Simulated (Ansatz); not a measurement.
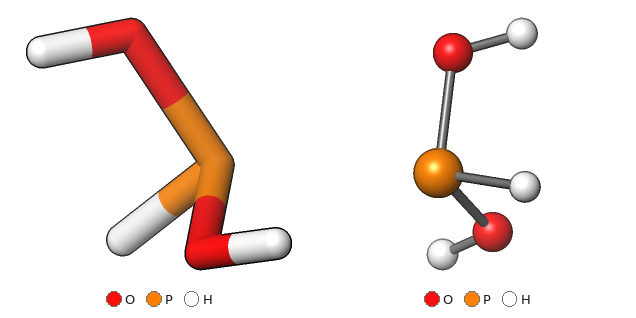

Both panels show the same species.

The computed structure is the end point of a PBE0-D4/def2-TZVP optimisation.

Question: What is the molecular formula?

Answer: H₃O₂P, 6 atoms: 3 hydrogen, 2 oxygen and 1 phosphorus.

Question: How many bonds of each kind are drawn?

Answer: 2 O–P, 2 O–H, 1 P–H.

More results for the same structure follow; atom numbers are the same in all pictures, views and colours differ.

**Shape**

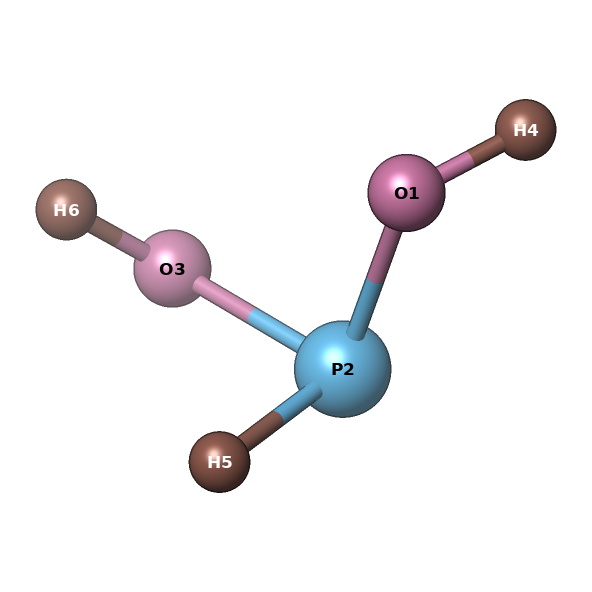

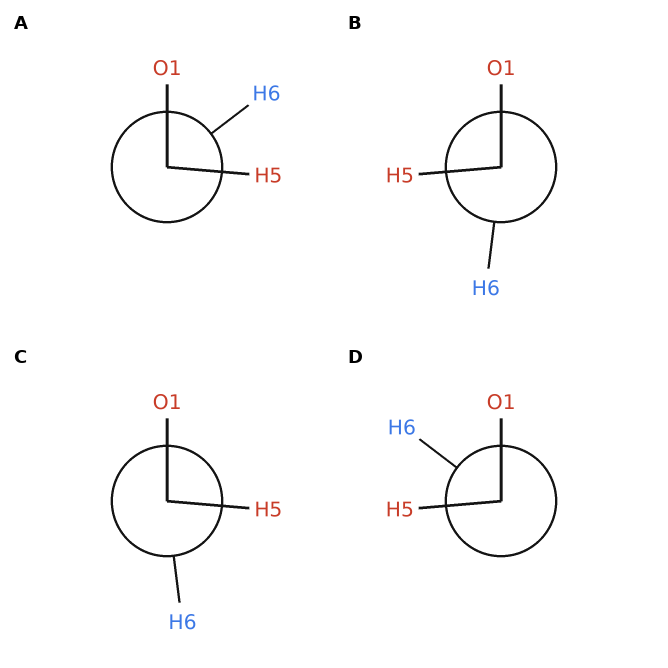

Distant atoms are faded towards the background colour. Bonds that would overlap in a projection are set slightly apart.

Question: Which Newman projection shows the view along P2–O3, with P2 in front?

Answer: D. The torsion angle O1–P2–O3–H6 is −53°, synclinal (gauche).

**Levels of theory compared**

Program: Ansatz 0.2.0.

At this fixed geometry, give HOMO energy (eV), HOMO–LUMO gap (eV), dipole (D) at these levels: B3LYP-D4/def2-TZVPP; PBE-D4/def2-TZVPP; r2SCAN-D4/def2-TZVPP; ωB97M-V/def2-TZVPP.

```
               level  HOMO energy (eV)  HOMO–LUMO gap (eV)  dipole (D)
 B3LYP-D4/def2-TZVPP             −6.97                6.78        1.02
   PBE-D4/def2-TZVPP             −5.87                5.11        1.14
r2SCAN-D4/def2-TZVPP             −6.12                5.75        1.17
  ωB97M-V/def2-TZVPP             −9.38               11.23        1.00
```

**Charges**

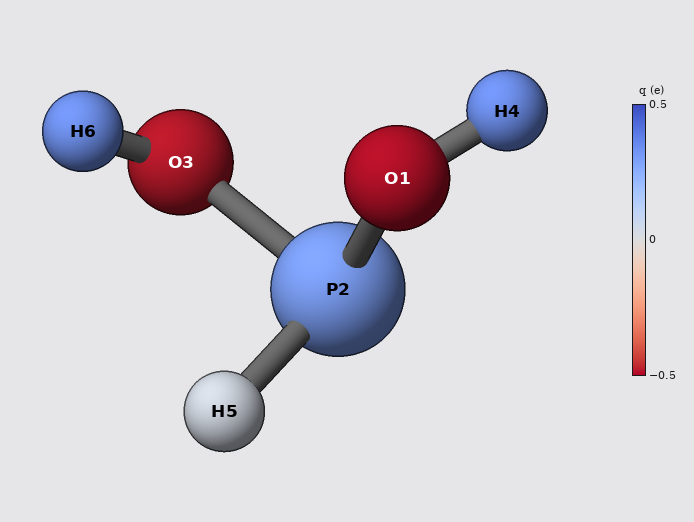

Atoms are coloured by their Mulliken charges. Level of theory: RKS PBE0-D4/def2-TZVP (Ansatz 0.2.0).

Give the Mulliken charges atom by atom.

| atom | value (e) |
| --- | --- |
| O1 | −0.49 |
| P2 | 0.29 |
| O3 | −0.48 |
| H4 | 0.33 |
| H5 | 0.03 |
| H6 | 0.32 |

**Vibrations**

Harmonic vibrations computed with RKS PBE0-D4/def2-TZVP (Ansatz 0.2.0) at a stationary point of the same level.

Question: List the wavenumbers.

Answer: 12 modes: 314, 383, 461, 821, 848, 897, 971, 1080, 1133, 2330, 3828, 3874 cm⁻¹.

Mulliken values depend strongly on the basis set and can even reverse the polarity of a bond.
